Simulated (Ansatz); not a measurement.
# MoPt3: magnetic states, part 2 of 2

Aim, for MoPt3: test the held total moment.

Ansatz 0.2.0; DFT PBEsol, scalar-relativistic, plane waves, PAW. The steps go on from the part before.

**7. Held total moment: 1 μB**

Input file input.yaml:

```yaml
crystal:
  lattice:
    - [3.979521, 0.0, 0.0]
    - [0.0, 3.979521, 0.0]
    - [0.0, 0.0, 3.979521]
  atoms:
    - { symbol: Mo, position: [0.0, 0.0, 0.0] }
    - { symbol: Pt, position: [0.5, 0.5, 0.0] }
    - { symbol: Pt, position: [0.5, 0.0, 0.5] }
    - { symbol: Pt, position: [0.0, 0.5, 0.5] }
basis:
  ecutwfc: 420
kpoints:
  mp_grid: { grid: [10, 10, 10] }
hamiltonian:
  xc: pbesol
scf:
  occupations: { method: gaussian, width: 0.1 }
  lower_state_search: "off"
output:
  forces: true
  stress: true
  eigenvalues: true
magnetization:
  spin_polarized: true
  initial_magnetization: 1.0
  spin_locking: { lock_magnetization: hard }
```

The run is started by

```sh
> ansatz run input.yaml --threads 1 --pin off --max-ram 2560MiB --backend cpu --events-out ev --progress --plain --runs-dir out
```

Output, shortened:

```text
Warning: output.stress: scf.convergence.dr2_threshold = 1e-7 eV (the SCF's general default) is looser than the 4e-10 eV advised for a printed stress (1e-10 eV for each atom of the cell: 4). What an SCF threshold leaves in a stress goes as its square root, and in the free energy as the [...]
Warning: RAYON_NUM_THREADS=1 ignored (pool sized by the plan → 1); use --threads N
[...]
Pseudopotentials: kind: paw
Pseudopotential: Mo, paw, valence charge 14, recommended cutoff 420 eV (normal), Mo.paw.azcp
Pseudopotential: Pt, paw, valence charge 18, recommended cutoff 420 eV (normal), Pt.paw.azcp
Functional definition: PBEsol
[...]
Crystal: 4 atoms, lattice volume = 63.022 Å³
Basis set: ecut = 420 eV, 1237 PW (Γ), exchange–correlation on 54×54×54 points (8 copies of the dense FFT grid, shifted against one another)
Bands: 42, of which v1, the nominal top of the filled ones, is band 34 counted from 1 (33 counted from 0)
Symmetry: 48 space group operations
Space group: Pm-3m (ITA 221), of the structure as read, at distance tolerance 4.0e-5 Å
[...]
Magnetization: 1.0000 μB (34.5000 up, 33.5000 down)
Absolute magnetization: 1.0315 μB (∫|ρ↑−ρ↓|, with the PAW one-centre terms)
Spin contamination: 0.0270 ħ² per cell (⟨S²⟩ above its minimum at these occupations)
Per-site moments (μB) at R_I (Å): [(0.7377388560011046, 1.1607528425518867), (0.04637599405192539, 1.1607528425518867), (0.04637599405192561, 1.1607528425518867), (0.04637599405192527, 1.1607528425518867)]
Free energy (F): -42049.364451 eV
[...]
E sigma→0 (E₀):  -42049.349397 eV
Entropy (-TS):   -0.030108 eV (-7.527 meV/atom)
Fermi energy:    22.145803 (↑ 22.105794, ↓ 22.185811) eV
[...]
--- Forces (eV/Å), atoms counted from 1 ---
  atom   1  Mo     0.00000000     0.00000000     0.00000000
  atom   2  Pt     0.00000000    -0.00000000     0.00000000
  atom   3  Pt     0.00000000    -0.00000000    -0.00000000
  atom   4  Pt     0.00000000     0.00000000    -0.00000000
[...]
--- Stress (GPa, compression-positive) ---
      -12.078210      -0.000000      -0.000000
        0.000000     -12.078210       0.000000
        0.000000       0.000000     -12.078210
  P = ⅓ Tr σ = -12.0782 GPa (-120.782 kbar)
--- Band table (eV; the first three rows and the last of 112) ---
[...]
```

Run time: 20 s. Hardware: 1 thread of Arm Neoverse V1, shared host; peak memory 0.47 GiB.

This run gives -10512.3373 eV/atom at zero smearing, pressure -12.08 GPa and no gap on the mesh. Site moments in spheres: Mo +0.74 μB; cell moment 1.00 μB.

**8. Held total moment: 1.25 μB**

input.yaml: that of step 7 with these lines changed.

```diff
@@ -25,3 +25,3 @@
   spin_polarized: true
-  initial_magnetization: 1.0
+  initial_magnetization: 1.25
   spin_locking: { lock_magnetization: hard }
```

The run is started by

```sh
> ansatz run input.yaml --threads 1 --pin off --max-ram 2560MiB --backend cpu --events-out ev --progress --plain --runs-dir out
```

Output, shortened:

```text
Warning: output.stress: scf.convergence.dr2_threshold = 1e-7 eV (the SCF's general default) is looser than the 4e-10 eV advised for a printed stress (1e-10 eV for each atom of the cell: 4). What an SCF threshold leaves in a stress goes as its square root, and in the free energy as the [...]
Warning: RAYON_NUM_THREADS=1 ignored (pool sized by the plan → 1); use --threads N
[...]
[... 4 set-up lines as earlier in the session ...]
[...]
Crystal: 4 atoms, lattice volume = 63.022 Å³
Basis set: ecut = 420 eV, 1237 PW (Γ), exchange–correlation on 54×54×54 points (8 copies of the dense FFT grid, shifted against one another)
Bands: 42, of which v1, the nominal top of the filled ones, is band 34 counted from 1 (33 counted from 0)
[... 2 set-up lines as earlier in the session ...]
[...]
Magnetization: 1.2500 μB (34.6250 up, 33.3750 down)
Absolute magnetization: 1.2841 μB (∫|ρ↑−ρ↓|, with the PAW one-centre terms)
Spin contamination: 0.0264 ħ² per cell (⟨S²⟩ above its minimum at these occupations)
Per-site moments (μB) at R_I (Å): [(0.9028259344641467, 1.1607528425518867), (0.06529055638254448, 1.1607528425518867), (0.06529055638254412, 1.1607528425518867), (0.0652905563825444, 1.1607528425518867)]
Free energy (F): -42049.374152 eV
[...]
E sigma→0 (E₀):  -42049.360009 eV
Entropy (-TS):   -0.028286 eV (-7.071 meV/atom)
Fermi energy:    22.153374 (↑ 22.116435, ↓ 22.190313) eV
[...]
--- Forces (eV/Å), atoms counted from 1 ---
  atom   1  Mo     0.00000000     0.00000000    -0.00000000
  atom   2  Pt    -0.00000000    -0.00000000     0.00000000
  atom   3  Pt    -0.00000000    -0.00000000     0.00000000
  atom   4  Pt     0.00000000    -0.00000000     0.00000000
[...]
--- Stress (GPa, compression-positive) ---
      -11.800000      -0.000000       0.000000
       -0.000000     -11.800000       0.000000
       -0.000000       0.000000     -11.800000
  P = ⅓ Tr σ = -11.8000 GPa (-118.000 kbar)
--- Band table (eV; the first three rows and the last of 112) ---
[...]
```

Run time: 18 s. Hardware: 1 thread of Arm Neoverse V1, shared host; peak memory 0.46 GiB.

Result: -10512.3400 eV/atom at zero smearing, pressure -11.80 GPa and no gap on the mesh. Site moments in spheres: Mo +0.90, Pt +0.07 (×3) μB; cell moment 1.25 μB.

**9. Held total moment set to 1.5 μB**

input.yaml: that of step 8 with these lines changed.

```diff
@@ -25,3 +25,3 @@
   spin_polarized: true
-  initial_magnetization: 1.25
+  initial_magnetization: 1.5
   spin_locking: { lock_magnetization: hard }
```

The run is started by

```sh
> ansatz run input.yaml --threads 1 --pin off --max-ram 2560MiB --backend cpu --events-out ev --progress --plain --runs-dir out
```

Output, shortened:

```text
[...]
SCF converged after 9 iterations
Stability checked in part: among states of this total moment the steps that led to this state did not find it unstable. No probe was made; neither looks for a lower state of another moment (fixed_total_moment; see scf.lower_state_search)
Magnetization: 1.5000 μB (34.7500 up, 33.2500 down)
Absolute magnetization: 1.5353 μB (∫|ρ↑−ρ↓|, with the PAW one-centre terms)
Spin contamination: 0.0266 ħ² per cell (⟨S²⟩ above its minimum at these occupations)
Per-site moments (μB) at R_I (Å): [(1.0631413468738709, 1.1607528425518867), (0.08586638086039186, 1.1607528425518867), (0.08586638086039183, 1.1607528425518867), (0.0858663808603918, 1.1607528425518867)]
Free energy (F): -42049.382578 eV
[...]
E sigma→0 (E₀):  -42049.369788 eV
Entropy (-TS):   -0.025580 eV (-6.395 meV/atom)
Fermi energy:    22.157363 (↑ 22.127891, ↓ 22.186834) eV
[...]
--- Forces (eV/Å), atoms counted from 1 ---
  atom   1  Mo     0.00000000     0.00000000     0.00000000
  atom   2  Pt    -0.00000000     0.00000000     0.00000000
  atom   3  Pt     0.00000000    -0.00000000     0.00000000
  atom   4  Pt     0.00000000     0.00000000     0.00000000
[...]
--- Stress (GPa, compression-positive) ---
      -11.474093       0.000000      -0.000000
       -0.000000     -11.474093       0.000000
        0.000000       0.000000     -11.474093
  P = ⅓ Tr σ = -11.4741 GPa (-114.741 kbar)
--- Band table (eV; the first three rows and the last of 112) ---
[...]
```

It took 18 s on 1 thread of Arm Neoverse V1, shared host; peak memory 0.46 GiB.

This run gives -10512.3424 eV/atom at zero smearing, pressure -11.47 GPa and no gap on the mesh. Site moments in spheres: Mo +1.06, Pt +0.09 (×3) μB; cell moment 1.50 μB.

**10. Held total moment: 1.75 μB**

input.yaml: that of step 9 with these lines changed.

```diff
@@ -25,3 +25,3 @@
   spin_polarized: true
-  initial_magnetization: 1.5
+  initial_magnetization: 1.75
   spin_locking: { lock_magnetization: hard }
```

The run is started by

```sh
> ansatz run input.yaml --threads 1 --pin off --max-ram 2560MiB --backend cpu --events-out ev --progress --plain --runs-dir out
```

Output, shortened:

```text
Warning: output.stress: scf.convergence.dr2_threshold = 1e-7 eV (the SCF's general default) is looser than the 4e-10 eV advised for a printed stress (1e-10 eV for each atom of the cell: 4). What an SCF threshold leaves in a stress goes as its square root, and in the free energy as the [...]
Warning: RAYON_NUM_THREADS=1 ignored (pool sized by the plan → 1); use --threads N
[...]
[... 4 set-up lines as earlier in the session ...]
[...]
Crystal: 4 atoms, lattice volume = 63.022 Å³
Basis set: ecut = 420 eV, 1237 PW (Γ), exchange–correlation on 54×54×54 points (8 copies of the dense FFT grid, shifted against one another)
Bands: 42, of which v1, the nominal top of the filled ones, is band 34 counted from 1 (33 counted from 0)
[... 2 set-up lines as earlier in the session ...]
[...]
Magnetization: 1.7500 μB (34.8750 up, 33.1250 down)
Absolute magnetization: 1.7854 μB (∫|ρ↑−ρ↓|, with the PAW one-centre terms)
Spin contamination: 0.0267 ħ² per cell (⟨S²⟩ above its minimum at these occupations)
Per-site moments (μB) at R_I (Å): [(1.2143001687875785, 1.1607528425518867), (0.10977550033759531, 1.1607528425518867), (0.10977550033759487, 1.1607528425518867), (0.10977550033759509, 1.1607528425518867)]
Free energy (F): -42049.387884 eV
[...]
E sigma→0 (E₀):  -42049.377492 eV
Entropy (-TS):   -0.020785 eV (-5.196 meV/atom)
Fermi energy:    22.149691 (↑ 22.140522, ↓ 22.158860) eV
[...]
--- Forces (eV/Å), atoms counted from 1 ---
  atom   1  Mo     0.00000000    -0.00000000    -0.00000000
  atom   2  Pt     0.00000000    -0.00000000     0.00000000
  atom   3  Pt     0.00000000    -0.00000000     0.00000000
  atom   4  Pt     0.00000000    -0.00000000     0.00000000
[...]
--- Stress (GPa, compression-positive) ---
      -11.123806      -0.000000      -0.000000
       -0.000000     -11.123806       0.000000
       -0.000000       0.000000     -11.123806
  P = ⅓ Tr σ = -11.1238 GPa (-111.238 kbar)
--- Band table (eV; the first three rows and the last of 112) ---
[...]
```

Run time: 18 s. Hardware: 1 thread of Arm Neoverse V1, shared host; peak memory 0.46 GiB.

Read-out: -10512.3444 eV/atom at zero smearing, pressure -11.12 GPa and no gap on the mesh. Site moments in spheres: Mo +1.21, Pt +0.11 (×3) μB; cell moment 1.75 μB.

**11. Held total moment set to 2 μB**

input.yaml: that of step 10 with these lines changed.

```diff
@@ -25,3 +25,3 @@
   spin_polarized: true
-  initial_magnetization: 1.75
+  initial_magnetization: 2.0
   spin_locking: { lock_magnetization: hard }
```

The run is started by

```sh
> ansatz run input.yaml --threads 1 --pin off --max-ram 2560MiB --backend cpu --events-out ev --progress --plain --runs-dir out
```

Output, shortened:

```text
[...]
SCF converged after 9 iterations
Stability checked in part: among states of this total moment the steps that led to this state did not find it unstable. No probe was made; neither looks for a lower state of another moment (fixed_total_moment; see scf.lower_state_search)
Magnetization: 2.0000 μB (35.0000 up, 33.0000 down)
Absolute magnetization: 2.0330 μB (∫|ρ↑−ρ↓|, with the PAW one-centre terms)
Spin contamination: 0.0264 ħ² per cell (⟨S²⟩ above its minimum at these occupations)
Per-site moments (μB) at R_I (Å): [(1.3423230387441503, 1.1607528425518867), (0.14236139616277885, 1.1607528425518867), (0.14236139616277876, 1.1607528425518867), (0.1423613961627792, 1.1607528425518867)]
Free energy (F): -42049.382778 eV
[...]
E sigma→0 (E₀):  -42049.374568 eV
Entropy (-TS):   -0.016421 eV (-4.105 meV/atom)
Fermi energy:    22.095808 (↑ 22.160612, ↓ 22.031004) eV
[...]
--- Forces (eV/Å), atoms counted from 1 ---
  atom   1  Mo     0.00000000    -0.00000000    -0.00000000
  atom   2  Pt     0.00000000    -0.00000000     0.00000000
  atom   3  Pt    -0.00000000    -0.00000000    -0.00000000
  atom   4  Pt     0.00000000     0.00000000     0.00000000
[...]
--- Stress (GPa, compression-positive) ---
      -10.796465       0.000000       0.000000
       -0.000000     -10.796465       0.000000
        0.000000       0.000000     -10.796465
  P = ⅓ Tr σ = -10.7965 GPa (-107.965 kbar)
--- Band table (eV; the first three rows and the last of 112) ---
[...]
```

Run time: 18 s. Hardware: 1 thread of Arm Neoverse V1, shared host; peak memory 0.46 GiB.

Result: -10512.3436 eV/atom at zero smearing, pressure -10.80 GPa and no gap on the mesh. Site moments in spheres: Mo +1.34, Pt +0.14 (×3) μB; cell moment 2.00 μB.

**12. The sweep of the held total moment side by side**

The total moment of the cell is held at each value, at fixed atoms.

```
held moment (μB/cell)  energy above the lowest (meV/atom)  pressure (GPa)
                 0.00                                14.7           -12.6
                 0.25                                14.0           -12.6
                 0.50                                12.2           -12.5
                 0.75                                9.72           -12.3
                 1.00                                7.02           -12.1
                 1.25                                4.37           -11.8
                 1.50                                1.93           -11.5
                 1.75                                0.00           -11.1
                 2.00                                0.73           -10.8
```

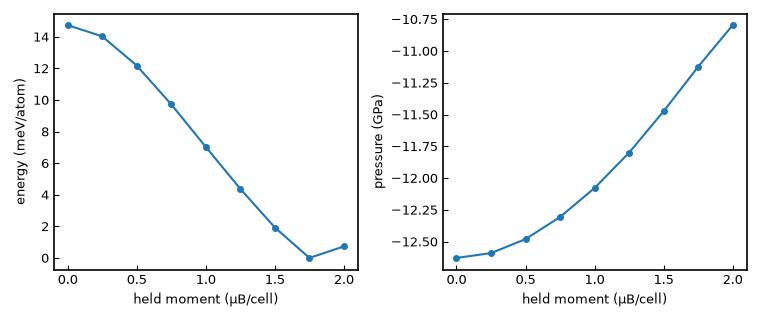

Energy above the lowest point and pressure against the held moment.

**13. Summary of results**

What follows sums up all 2 parts.

```
                    quantity         value
held moment of lowest energy  1.75 μB/cell
```

The energy is lowest at 1.75 μB per cell on this grid, 14.7 meV/atom under the state without net moment. The pressure climbs by 1.8 GPa from the first to the last point: a larger moment wants a larger cell. The listed cell is far from this method's equilibrium (-11.0 GPa, forces up to 0.00 eV/Å), so its values are not those of the relaxed crystal. Spin-orbit coupling is left out for Pt.
